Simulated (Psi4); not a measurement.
# Geometry relaxation, with input and output: N₂H₃ (part 1 of 2)

N₂H₃ (hydrazinyl radical), multiplicity 2, SMILES [NH]N, computed with BLYP/6-31G*, UKS, dispersion D3(BJ) (Psi4 1.11).

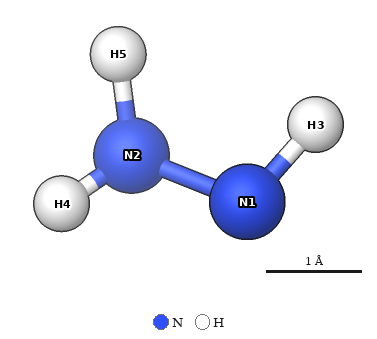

Figure 1. The starting structure (ball-and-stick view, seen on its broad side; atoms are numbered from 1 in the order of the input). Bond lengths as drawn: H–N 0.93 to 1.09 Å and N–N 1.41 Å.

## The input (run_ase.py)
```python
import numpy as np
from ase.calculators.psi4 import Psi4
from ase.io import read
from ase.optimize import FIRE

mol = read('h3n2.sdf')
calc = Psi4(atoms=mol, method='blyp-d3bj', basis='6-31G*', memory='1600MB', num_threads=1, charge=0, multiplicity=2, label='calc', reference='uks')
mol.calc = calc

opt = FIRE(mol)
done = opt.run(fmax=0.05, steps=40)
print('converged:', done)
for s, p in zip(mol.symbols, mol.positions):
    print(f'{s:2s} {p[0]:12.6f} {p[1]:12.6f} {p[2]:12.6f}')
```

## File h3n2.sdf
```

     RDKit          3D

  5  4  0  0  0  0  0  0  0  0999 V2000
   -0.1804   -0.8480    0.4754 N   0  0  0  0  0  2  0  0  0  0  0  0
   -0.1415    0.2158   -0.4526 N   0  0  0  0  0  0  0  0  0  0  0  0
    0.8511   -1.0002    0.7949 H   0  0  0  0  0  0  0  0  0  0  0  0
   -0.9736    0.5880   -0.6243 H   0  0  0  0  0  0  0  0  0  0  0  0
    0.6287    0.9466   -0.2486 H   0  0  0  0  0  0  0  0  0  0  0  0
  2  1  1  0
  3  1  1  0
  4  2  1  0
  5  2  1  0
M  RAD  1   1   2
M  END
$$$$
```

Machine: 1 thread of AMD EPYC (Zen 5), 16 GiB of memory available, shared host.

Launched with:
```bash
python run_ase.py
```

## The program's output
```
gradient() will perform analytic gradient computation.

   => Loading Basis Set <=

    Name: 6-31G*
    Role: ORBITAL
    Keyword: BASIS

   => BLYP-D3(BJ): Empirical Dispersion <=

        s6 =       1.000000
        s8 =       2.699600
        a1 =       0.429800
        a2 =       4.235900

         ---------------------------------------------------------
                                   SCF
                              UKS Reference
                        1 Threads,   1525 MiB Core
         ---------------------------------------------------------

  ==> Geometry <==

    Molecular point group: c1
    Full point group: C1

    Geometry (in Angstrom), charge = 0, multiplicity = 2:

       Center              X                  Y                   Z               Mass
    ------------   -----------------  -----------------  -----------------  -----------------
         N           -0.067658058636    -0.572607494957     0.450644257118    14.003074004430
         N            0.015706242897     0.474327787409    -0.438862598978    14.003074004430
         H            0.915322191222    -0.716141852967     0.760795729102     1.007825032230
         H           -0.907241187575     0.866458169986    -0.643613811534     1.007825032230
         H            0.713755721179     1.215216363673    -0.280880402478     1.007825032230

  Running in c1 symmetry.

  Rotational constants: A =      6.49587  B =      0.99082  C =      0.88028 [cm^-1]
  Rotational constants: A = 194741.31036  B =  29704.15832  C =  26390.12529 [MHz]
  Nuclear repulsion =   35.926650133892899

  Charge       = 0
  Multiplicity = 2
  Electrons    = 17
  Nalpha       = 9
  Nbeta        = 8

  ==> Algorithm <==

  SCF Algorithm Type is DF.
  DIIS enabled.
  MOM disabled.
  Fractional occupation disabled.
  Guess Type is SAD.
  Energy threshold   = 1.00e-08
  Density threshold  = 1.00e-08
  Integral threshold = 1.00e-12

  ==> Primary Basis <==

  Basis Set: 6-31G*
    Blend: 6-31G*
    Number of shells: 18
    Number of basis functions: 36
    Number of Cartesian functions: 36
    Spherical Harmonics?: false
    Max angular momentum: 2

  ==> DFT Potential <==

   => LibXC <=

    Version 7.1.2

   => Composite Functional: BLYP-D3BJ2B <=

    BLYP GGA Exchange-Correlation Functional

    Deriv               =              1
    GGA                 =           TRUE
    Meta                =          FALSE

    Exchange Hybrid     =          FALSE
    MP2 Hybrid          =          FALSE

   => Exchange Functionals <=

    1.0000     XC_GGA_X_B88

   => Correlation Functionals <=

    1.0000     XC_GGA_C_LYP

   => LibXC Density Thresholds  <==

    XC_GGA_C_LYP:  1.00E-14
    XC_GGA_X_B88:  1.00E-15

   => Molecular Quadrature <=

    Radial Scheme          =       TREUTLER
    Pruning Scheme         =           NONE
    Nuclear Scheme         =       TREUTLER

    Blocking Scheme        =         OCTREE
    BS radius alpha        =              1
    Pruning alpha          =              1
    Radial Points          =             75
    Spherical Points       =            302
    Total Points           =         108439
    Total Blocks           =            870
    Max Points             =            256
    Max Functions          =             36
    Weights Tolerance      =       1.00E-15

   => Loading Basis Set <=

    Name: (6-31G* AUX)
    Role: JKFIT
    Keyword: DF_BASIS_SCF

  ==> Integral Setup <==

  DFHelper Memory: AOs need 0.003 GiB; user supplied 1.008 GiB.
  SCF_SUBTYPE=INCORE selected. In-core MEM_DF algorithm will be used.
  Using in-core AOs.

  ==> MemDFJK: Density-Fitted J/K Matrices <==

    J tasked:                   Yes
    K tasked:                    No
    wK tasked:                   No
    Memory [MiB]:              1032
    Algorithm:                 Core
    Schwarz Cutoff:           1E-12
    Mask sparsity (%):       0.0000
    Fitting Condition:        1E-10

   => Auxiliary Basis Set <=

  Basis Set: (6-31G* AUX)
    Blend: CC-PVDZ-JKFIT
    Number of shells: 75
    Number of basis functions: 237
    Number of Cartesian functions: 237
    Spherical Harmonics?: false
    Max angular momentum: 3

  Cached 100.0% of DFT collocation blocks in 0.109 [GiB].

  Minimum eigenvalue in the overlap matrix is 9.7951517140E-03.
  Reciprocal condition number of the overlap matrix is 1.6989370661E-03.
    Using symmetric orthogonalization.

  ==> Pre-Iterations <==

  SCF Guess: Superposition of Atomic Densities via on-the-fly atomic UHF (no occupation information).

   -------------------------
    Irrep   Nso     Nmo
   -------------------------
     A         36      36
   -------------------------
    Total      36      36
   -------------------------

  ==> Iterations <==

                           Total Energy        Delta E     RMS |[F,P]|

   @DF-UKS iter SAD:  -110.81841855380794   -1.10818e+02   0.00000e+00
   @DF-UKS iter   1:  -110.97150080477796   -1.53082e-01   1.89246e-02 DIIS/ADIIS
   @DF-UKS iter   2:  -110.60900648925309    3.62494e-01   2.95600e-02 DIIS/ADIIS
   @DF-UKS iter   3:  -111.18549309915849   -5.76487e-01   2.92233e-03 DIIS/ADIIS
   @DF-UKS iter   4:  -111.18384241537765    1.65068e-03   3.50710e-03 DIIS/ADIIS
   @DF-UKS iter   5:  -111.19058060191639   -6.73819e-03   2.66512e-04 DIIS/ADIIS
   @DF-UKS iter   6:  -111.19062233149333   -4.17296e-05   7.01542e-05 DIIS
   @DF-UKS iter   7:  -111.19062572514376   -3.39365e-06   1.26646e-05 DIIS
   @DF-UKS iter   8:  -111.19062586415441   -1.39011e-07   4.54311e-06 DIIS
   @DF-UKS iter   9:  -111.19062588170830   -1.75539e-08   6.42353e-07 DIIS
   @DF-UKS iter  10:  -111.19062588220217   -4.93870e-10   2.02604e-07 DIIS
   @DF-UKS iter  11:  -111.19062588223638   -3.42055e-11   3.86659e-08 DIIS
   @DF-UKS iter  12:  -111.19062588223757   -1.19371e-12   5.81965e-09 DIIS
  Energy and wave function converged.

  ==> Post-Iterations <==

   Electrons on quadrature grid:
      Nalpha   =    8.9999976875 ; deviation = -2.313e-06
      Nbeta    =    7.9999983291 ; deviation = -1.671e-06
      Ntotal   =   16.9999960165 ; deviation = -3.983e-06

   @Spin Contamination Metric:   1.997185248E-03
   @S^2 Expected:                7.500000000E-01
   @S^2 Observed:                7.519971852E-01
   @S   Expected:                5.000000000E-01
   @S   Observed:                5.000000000E-01

    Orbital Energies [Eh]
    ---------------------

    Alpha Occupied:

       1A    -14.072032     2A    -14.027574     3A     -0.872756
       4A     -0.651207     5A     -0.477762     6A     -0.401940
       7A     -0.313294     8A     -0.230576     9A     -0.128543

    Alpha Virtual:

      10A      0.038494    11A      0.083197    12A      0.119963
      13A      0.218552    14A      0.600630    15A      0.633044
      16A      0.650292    17A      0.657709    18A      0.680162
      19A      0.750017    20A      0.814547    21A      0.850070
      22A      0.871649    23A      0.931210    24A      1.197595
      25A      1.414689    26A      1.462124    27A      1.649844
      28A      1.841828    29A      2.044932    30A      2.100522
      31A      2.254005    32A      2.308088    33A      2.396273
      34A      2.595772    35A      3.419375    36A      3.671820

    Beta Occupied:

       1A    -14.066789     2A    -14.014636     3A     -0.856888
       4A     -0.630325     5A     -0.471861     6A     -0.393088
       7A     -0.273670     8A     -0.213494

    Beta Virtual:

       9A     -0.063325    10A      0.043503    11A      0.088320
      12A      0.126225    13A      0.231936    14A      0.614105
      15A      0.649305    16A      0.658600    17A      0.667193
      18A      0.711297    19A      0.773813    20A      0.819260
      21A      0.857447    22A      0.882052    23A      0.943187
      24A      1.217623    25A      1.438432    26A      1.479387
      27A      1.692050    28A      1.873657    29A      2.064380
      30A      2.109624    31A      2.287816    32A      2.340610
      33A      2.406751    34A      2.611556    35A      3.444907
      36A      3.693140

    Final Occupation by Irrep:
              A
    DOCC [     8 ]
    SOCC [     1 ]
    NA   [     9 ]
    NB   [     8 ]

  @DF-UKS Final Energy:  -111.19062588223757

   => Energetics <=

    Nuclear Repulsion Energy =             35.9266501338928990
    One-Electron Energy =                -221.4629213428619892
    Two-Electron Energy =                  89.1826666742307168
    DFT Exchange-Correlation Energy =     -14.8337383030697811
    Empirical Dispersion Energy =          -0.0032830444294230
    VV10 Nonlocal Energy =                  0.0000000000000000
    Total Energy =                       -111.1906258822375690

  UHF NO Occupations:
  HONO-2 :    7  A 1.9996129
  HONO-1 :    8  A 1.9995758
  HONO-0 :    9  A 1.0000000
  LUNO+0 :   10  A 0.0004242
  LUNO+1 :   11  A 0.0003871
  LUNO+2 :   12  A 0.0001168
  LUNO+3 :   13  A 0.0000380

Computation Completed

Properties will be evaluated at   0.000000,   0.000000,   0.000000 [a0]

Properties computed using the SCF density matrix

 Multipole Moments:

 ------------------------------------------------------------------------------------
     Multipole            Electronic (a.u.)      Nuclear  (a.u.)        Total (a.u.)
 ------------------------------------------------------------------------------------

 L = 1.  Multiply by 2.5417464519 to convert [e a0] to [Debye]
 Dipole X            :         -0.2573606            0.6768508            0.4194902
 Dipole Y            :         -0.3605082            1.2804307            0.9199225
 Dipole Z            :          0.0500843           -0.1534966           -0.1034122
 Magnitude           :                                                    1.0163285

 ------------------------------------------------------------------------------------

	total time  =          2 seconds =       0.03 minutes

         ------------------------------------------------------------
                                   SCF GRAD
         ------------------------------------------------------------

  ==> Geometry <==

    Molecular point group: c1
    Full point group: C1

    Geometry (in Angstrom), charge = 0, multiplicity = 2:

       Center              X                  Y                   Z               Mass
    ------------   -----------------  -----------------  -----------------  -----------------
         N           -0.067658058636    -0.572607494957     0.450644257118    14.003074004430
         N            0.015706242897     0.474327787409    -0.438862598978    14.003074004430
         H            0.915322191222    -0.716141852967     0.760795729102     1.007825032230
         H           -0.907241187575     0.866458169986    -0.643613811534     1.007825032230
         H            0.713755721179     1.215216363673    -0.280880402478     1.007825032230

  Nuclear repulsion =   35.926650133892899

  ==> Basis Set <==

  Basis Set: 6-31G*
    Blend: 6-31G*
    Number of shells: 18
    Number of basis functions: 36
    Number of Cartesian functions: 36
    Spherical Harmonics?: false
    Max angular momentum: 2

  ==> DFJKGrad: Density-Fitted SCF Gradients <==

    Gradient:                    1
    J tasked:                  Yes
    K tasked:                   No
    wK tasked:                  No
    Integrals threads:           1
    Memory [MiB]:             1144
    Schwarz Cutoff:          1E-12
    Fitting Condition:       1E-10

   => Auxiliary Basis Set <=

  Basis Set: (6-31G* AUX)
    Blend: CC-PVDZ-JKFIT
    Number of shells: 75
    Number of basis functions: 237
    Number of Cartesian functions: 237
    Spherical Harmonics?: false
    Max angular momentum: 3

  ==> DFT Potential <==

   => LibXC <=

    Version 7.1.2

   => Composite Functional: BLYP-D3BJ2B <=

    BLYP GGA Exchange-Correlation Functional

    Deriv               =              1
    GGA                 =           TRUE
    Meta                =          FALSE

    Exchange Hybrid     =          FALSE
    MP2 Hybrid          =          FALSE

   => Exchange Functionals <=

    1.0000     XC_GGA_X_B88

   => Correlation Functionals <=

    1.0000     XC_GGA_C_LYP

   => LibXC Density Thresholds  <==

    XC_GGA_C_LYP:  1.00E-14
    XC_GGA_X_B88:  1.00E-15

   => Molecular Quadrature <=

    Radial Scheme          =       TREUTLER
    Pruning Scheme         =           NONE
    Nuclear Scheme         =       TREUTLER

    Blocking Scheme        =         OCTREE
    BS radius alpha        =              1
    Pruning alpha          =              1
    Radial Points          =             75
    Spherical Points       =            302
    Total Points           =         108439
    Total Blocks           =            870
    Max Points             =            256
    Max Functions          =             36
    Weights Tolerance      =       1.00E-15

  -Total Gradient:
     Atom            X                  Y                   Z
    ------   -----------------  -----------------  -----------------
       1       -0.000066288411     0.000356159455     0.000001932268
       2        0.000379378022    -0.000322513788     0.000126526787
       3       -0.000041371247     0.000359310643    -0.000394161336
       4        0.000458342189     0.000166219182     0.000085821826
       5       -0.000729451019    -0.000560673591     0.000176963189

	total time  =          0 seconds =       0.00 minutes
```

## Standard output
```
Step     Time          Energy          fmax
FIRE:    0 09:17:57    -3025.275217        7.691274
FIRE:    1 09:17:59    -3025.614767        1.395763
FIRE:    2 09:18:01    -3025.626279        1.059643
FIRE:    3 09:18:03    -3025.640416        0.613938
FIRE:    4 09:18:05    -3025.646182        0.415670
FIRE:    5 09:18:07    -3025.646368        0.397816
FIRE:    6 09:18:09    -3025.646715        0.363399
FIRE:    7 09:18:11    -3025.647177        0.315101
FIRE:    8 09:18:13    -3025.647697        0.257183
FIRE:    9 09:18:15    -3025.648219        0.195989
FIRE:   10 09:18:17    -3025.648700        0.179857
FIRE:   11 09:18:19    -3025.649119        0.182258
FIRE:   12 09:18:21    -3025.649512        0.174676
FIRE:   13 09:18:23    -3025.649878        0.152145
FIRE:   14 09:18:25    -3025.650219        0.139103
FIRE:   15 09:18:27    -3025.650511        0.134338
FIRE:   16 09:18:30    -3025.650698        0.108893
FIRE:   17 09:18:32    -3025.650743        0.112622
FIRE:   18 09:18:34    -3025.650758        0.109374
FIRE:   19 09:18:36    -3025.650787        0.103019
FIRE:   20 09:18:38    -3025.650825        0.093845
FIRE:   21 09:18:40    -3025.650871        0.082286
FIRE:   22 09:18:42    -3025.650919        0.068920
FIRE:   23 09:18:45    -3025.650965        0.059372
FIRE:   24 09:18:47    -3025.651006        0.054873
FIRE:   25 09:18:49    -3025.651043        0.048177
converged: True
N     -0.164774    -0.845614     0.469993
N     -0.081410     0.201322    -0.419514
H      0.818206    -0.989148     0.780144
H     -1.004357     0.593452    -0.624266
H      0.616639     0.942210    -0.261532
```
